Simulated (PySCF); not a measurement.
# Two runs on C₇H₉NSi

System: C₇H₉NSi.
Method of run 1: GIAO PBE0/pcSseg-1 NMR shielding, non-relativistic, IEF-PCM chloroform (PySCF 2.14.0).

The geometry comes from this level: PBE0-D3(BJ)/def2-SVP. Text and figures count atoms from 1; the logs count them from 0 in places.

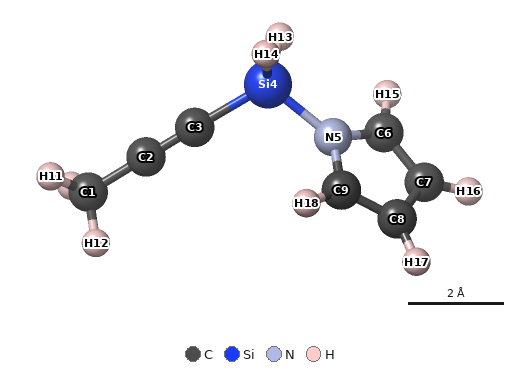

Figure 1. The input geometry (ball-and-stick view, seen at a tilt; atoms are numbered from 1 in the order of the input).

### Input file, run 1
```
{"job": {"kind": "nmr", "xc": "PBE0", "basis": "pcSseg-1", "solvent": "chloroform", "pop": false}, "charge": 0, "multiplicity": 1}
C      3.681949     0.132574    -1.190183
C      2.453804    -0.591533    -0.928348
C      1.418796    -1.197991    -0.709956
Si    -0.135032    -2.080790    -0.371197
N     -1.403787    -0.926403     0.067524
C     -2.610428    -0.759553    -0.583198
C     -3.320435     0.234706     0.045790
C     -2.518962     0.702191     1.126988
C     -1.353817    -0.026714     1.111591
H      3.852279     0.240019    -2.272664
H      4.548829    -0.391435    -0.758430
H      3.640916     1.141508    -0.751065
H     -0.640133    -2.787968    -1.578251
H      0.075852    -3.037681     0.750576
H     -2.865799    -1.369044    -1.448167
H     -4.309119     0.590246    -0.238694
H     -2.770156     1.488430     1.836734
H     -0.481284     0.026838     1.760872
```

The first line tells a small driver script what to run in PySCF; the rest is the geometry in Å.

Launched with:
```bash
OMP_NUM_THREADS=1 python <driver script> task.json out
```

Hardware: 1 CPU thread, shared host.

### Output (run 1)
```
coarse grid: 15872 points
cycle   1  E = -615.6908976030  dE =  1.302e+00  |g| = 4.840e-01  |ddm| = 4.168e+00
cycle   2  E = -615.6753248603  dE =  1.557e-02  |g| = 5.446e-01  |ddm| = 1.081e+00
cycle   3  E = -615.7507584119  dE = -7.543e-02  |g| = 1.105e-01  |ddm| = 5.925e-01
cycle   4  E = -615.7532956286  dE = -2.537e-03  |g| = 4.513e-02  |ddm| = 1.076e-01
cycle   5  E = -615.7537339275  dE = -4.383e-04  |g| = 1.489e-02  |ddm| = 3.868e-02
cycle   6  E = -615.7537800299  dE = -4.610e-05  |g| = 6.007e-03  |ddm| = 1.524e-02
cycle   7  E = -615.7537885095  dE = -8.480e-06  |g| = 1.378e-03  |ddm| = 5.047e-03
final grid: 149728 points
cycle   8  E = -615.8065650822  dE = -2.862e-05  |g| = 7.947e-03  |ddm| = 4.119e-02
cycle   9  E = -615.8065588300  dE =  6.252e-06  |g| = 9.777e-03  |ddm| = 1.499e-02
cycle  10  E = -615.8065806681  dE = -2.184e-05  |g| = 1.415e-03  |ddm| = 7.756e-03
cycle  11  E = -615.8065810945  dE = -4.264e-07  |g| = 3.167e-04  |ddm| = 1.250e-03
cycle  12  E = -615.8065811150  dE = -2.048e-08  |g| = 1.113e-04  |ddm| = 3.370e-04
cycle  13  E = -615.8065811176  dE = -2.655e-09  |g| = 4.612e-05  |ddm| = 1.186e-04
cycle  14  E = -615.8065811181  dE = -4.386e-10  |g| = 1.755e-05  |ddm| = 4.198e-05
converged SCF energy = -615.8065811181

GIAO shielding tensors (ppm)
atom      isotropic    diamagn.    paramagn.     s11        s22        s33       span
  0 C      179.049     251.727     -72.678    169.262    169.929    197.957     28.695
  1 C       64.215     275.140    -210.925    -34.610    -28.305    255.560    290.170
  2 C      106.037     257.408    -151.371     18.117     28.916    271.078    252.961
  3 Si     408.208     882.448    -474.241    378.480    400.367    445.776     67.296
  4 N       85.696     330.863    -245.167      2.939     52.799    201.351    198.412
  5 C       54.337     249.170    -194.833    -27.291     61.189    129.114    156.405
  6 C       68.886     258.993    -190.107    -13.514     59.977    160.195    173.708
  7 C       66.273     257.708    -191.435    -18.003     58.397    158.424    176.427
  8 C       56.072     253.212    -197.141    -26.381     56.775    137.821    164.202
  9 H       29.138      26.152       2.986     24.135     27.230     36.049     11.914
 10 H       29.087      24.590       4.498     24.276     27.009     35.977     11.701
 11 H       29.084      31.897      -2.812     23.973     27.678     35.602     11.629
 12 H       26.125      29.069      -2.944     22.004     25.534     30.837      8.834
 13 H       26.042      28.602      -2.561     22.982     24.173     30.970      7.987
 14 H       24.390      29.573      -5.183     20.737     25.366     27.068      6.331
 15 H       24.772      30.582      -5.810     22.298     25.026     26.991      4.693
 16 H       24.579      32.079      -7.500     22.061     25.011     26.665      4.604
 17 H       24.134      33.596      -9.462     20.407     24.983     27.013      6.607
```

For run 2 the input was changed thus:
```diff
-"solvent": "chloroform"
-"pop": false
+"solvent": "benzene"
+"pop": true
```

How does run 2 compare with run 1?

The total energy of run 2 is 1.5 kcal/mol higher: the change of the electrostatic solvation energy at this fixed geometry, without cavity or dispersion terms. The HOMO goes from −6.27 to −6.19 eV. The dipole moment goes from 3.37 to 3.19 D. Of all shieldings, the largest change is that of C2, by +1.3 ppm. The number of SCF iterations is the same.

### Output (run 2)
```
coarse grid: 15872 points
cycle   1  E = -615.6868329132  dE =  1.306e+00  |g| = 4.891e-01  |ddm| = 4.168e+00
cycle   2  E = -615.6675295507  dE =  1.930e-02  |g| = 5.616e-01  |ddm| = 1.128e+00
cycle   3  E = -615.7479267529  dE = -8.040e-02  |g| = 1.164e-01  |ddm| = 6.245e-01
cycle   4  E = -615.7507852820  dE = -2.859e-03  |g| = 4.657e-02  |ddm| = 1.149e-01
cycle   5  E = -615.7512463423  dE = -4.611e-04  |g| = 1.625e-02  |ddm| = 4.081e-02
cycle   6  E = -615.7513019551  dE = -5.561e-05  |g| = 6.480e-03  |ddm| = 1.687e-02
cycle   7  E = -615.7513118281  dE = -9.873e-06  |g| = 1.501e-03  |ddm| = 5.517e-03
final grid: 149728 points
cycle   8  E = -615.8041042317  dE = -2.813e-05  |g| = 8.102e-03  |ddm| = 4.112e-02
cycle   9  E = -615.8040967560  dE =  7.476e-06  |g| = 1.017e-02  |ddm| = 1.557e-02
cycle  10  E = -615.8041203289  dE = -2.357e-05  |g| = 1.504e-03  |ddm| = 8.182e-03
cycle  11  E = -615.8041208159  dE = -4.870e-07  |g| = 3.489e-04  |ddm| = 1.372e-03
cycle  12  E = -615.8041208404  dE = -2.453e-08  |g| = 1.437e-04  |ddm| = 3.860e-04
cycle  13  E = -615.8041208450  dE = -4.589e-09  |g| = 5.047e-05  |ddm| = 1.349e-04
cycle  14  E = -615.8041208455  dE = -5.259e-10  |g| = 1.882e-05  |ddm| = 4.870e-05
converged SCF energy = -615.8041208455

GIAO shielding tensors (ppm)
atom      isotropic    diamagn.    paramagn.     s11        s22        s33       span
  0 C      178.857     251.612     -72.755    169.261    169.910    197.399     28.138
  1 C       65.507     275.170    -209.663    -32.818    -26.228    255.566    288.384
  2 C      105.327     257.433    -152.106     17.202     27.977    270.803    253.600
  3 Si     408.281     882.451    -474.170    378.511    400.251    446.081     67.570
  4 N       86.932     330.943    -244.010      4.359     55.047    201.392    197.033
  5 C       54.833     249.292    -194.459    -26.749     62.472    128.775    155.524
  6 C       68.537     258.847    -190.311    -13.952     59.642    159.921    173.873
  7 C       65.947     257.667    -191.720    -18.430     58.139    158.133    176.563
  8 C       56.431     253.284    -196.852    -26.024     57.719    137.600    163.623
  9 H       29.195      26.280       2.916     24.204     27.319     36.063     11.859
 10 H       29.153      24.728       4.424     24.352     27.110     35.997     11.645
 11 H       29.140      31.990      -2.851     24.040     27.763     35.615     11.574
 12 H       26.163      29.124      -2.961     22.054     25.578     30.858      8.804
 13 H       26.053      28.629      -2.576     22.992     24.187     30.979      7.987
 14 H       24.490      29.630      -5.139     20.871     25.427     27.174      6.303
 15 H       24.817      30.523      -5.707     22.359     25.079     27.012      4.653
 16 H       24.624      32.070      -7.446     22.123     25.061     26.689      4.566
 17 H       24.223      33.707      -9.484     20.523     25.040     27.105      6.582
```

### The two runs side by side

```csv
quantity,run 1,run 2
outcome,converged,converged
total energy (hartree),−615.806581,−615.804121
HOMO (eV),−6.27,−6.19
LUMO (eV),−0.29,−0.29
dipole moment (D),3.37,3.19
shielding of C2 (ppm),64.2,65.5
shielding of C3 (ppm),106.0,105.3
shielding of N5 (ppm),85.7,86.9
shielding of C6 (ppm),54.3,54.8
shielding of C7 (ppm),68.9,68.5
shielding of C8 (ppm),66.3,65.9
shielding of C9 (ppm),56.1,56.4
SCF iterations,14,14
basis functions,205,205
wall time (shared host),32 s,34 s
```
